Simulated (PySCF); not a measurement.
Dissociation curve of GeCl, doublet.

- UKS-r2SCAN = unrestricted r2SCAN/cc-pVTZ (PySCF)
- ROHF/cc-pVTZ (PySCF)
- UKS-PBE = PySCF with unrestricted PBE/cc-pVTZ

Magnitude of the dipole moment (D; its direction can reverse along the curve, and a method can change to another solution) and Mulliken charge of the fragment that holds Ge1:

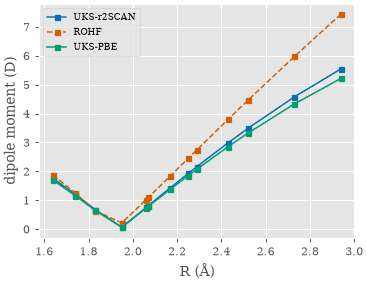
Dipole moment against bond length.

```json
[
 {"R / Å": "1.64", "μ UKS-r2SCAN": "1.75", "q UKS-r2SCAN": "-0.06", "μ ROHF": "1.87", "q ROHF": "-0.03", "μ UKS-PBE": "1.69", "q UKS-PBE": "-0.12"},
 {"R / Å": "1.74", "μ UKS-r2SCAN": "1.20", "q UKS-r2SCAN": "0.00", "μ ROHF": "1.25", "q ROHF": "0.03", "μ UKS-PBE": "1.16", "q UKS-PBE": "-0.06"},
 {"R / Å": "1.83", "μ UKS-r2SCAN": "0.68", "q UKS-r2SCAN": "0.05", "μ ROHF": "0.64", "q ROHF": "0.10", "μ UKS-PBE": "0.65", "q UKS-PBE": "0.01"},
 {"R / Å": "1.95", "μ UKS-r2SCAN": "0.06", "q UKS-r2SCAN": "0.12", "μ ROHF": "0.21", "q ROHF": "0.18", "μ UKS-PBE": "0.07", "q UKS-PBE": "0.09"},
 {"R / Å": "2.06", "μ UKS-r2SCAN": "0.75", "q UKS-r2SCAN": "0.18", "μ ROHF": "1.02", "q ROHF": "0.26", "μ UKS-PBE": "0.73", "q UKS-PBE": "0.16"},
 {"R / Å": "2.07", "μ UKS-r2SCAN": "0.81", "q UKS-r2SCAN": "0.19", "μ ROHF": "1.10", "q ROHF": "0.26", "μ UKS-PBE": "0.79", "q UKS-PBE": "0.17"},
 {"R / Å": "2.17", "μ UKS-r2SCAN": "1.44", "q UKS-r2SCAN": "0.24", "μ ROHF": "1.85", "q ROHF": "0.32", "μ UKS-PBE": "1.38", "q UKS-PBE": "0.22"},
 {"R / Å": "2.25", "μ UKS-r2SCAN": "1.93", "q UKS-r2SCAN": "0.27", "μ ROHF": "2.45", "q ROHF": "0.37", "μ UKS-PBE": "1.85", "q UKS-PBE": "0.25"},
 {"R / Å": "2.29", "μ UKS-r2SCAN": "2.17", "q UKS-r2SCAN": "0.29", "μ ROHF": "2.75", "q ROHF": "0.39", "μ UKS-PBE": "2.08", "q UKS-PBE": "0.27"},
 {"R / Å": "2.43", "μ UKS-r2SCAN": "2.99", "q UKS-r2SCAN": "0.34", "μ ROHF": "3.80", "q ROHF": "0.45", "μ UKS-PBE": "2.85", "q UKS-PBE": "0.32"},
 {"R / Å": "2.52", "μ UKS-r2SCAN": "3.49", "q UKS-r2SCAN": "0.36", "μ ROHF": "4.46", "q ROHF": "0.48", "μ UKS-PBE": "3.32", "q UKS-PBE": "0.34"},
 {"R / Å": "2.73", "μ UKS-r2SCAN": "4.58", "q UKS-r2SCAN": "0.41", "μ ROHF": "5.98", "q ROHF": "0.55", "μ UKS-PBE": "4.33", "q UKS-PBE": "0.38"},
 {"R / Å": "2.94", "μ UKS-r2SCAN": "5.55", "q UKS-r2SCAN": "0.44", "μ ROHF": "7.44", "q ROHF": "0.60", "μ UKS-PBE": "5.21", "q UKS-PBE": "0.41"}
]
```

The scan ran from 1.64 to 8.78 Å; beyond the distances shown one of the unrestricted levels run for this scan, shown here or not, changes its spin distribution in one step.
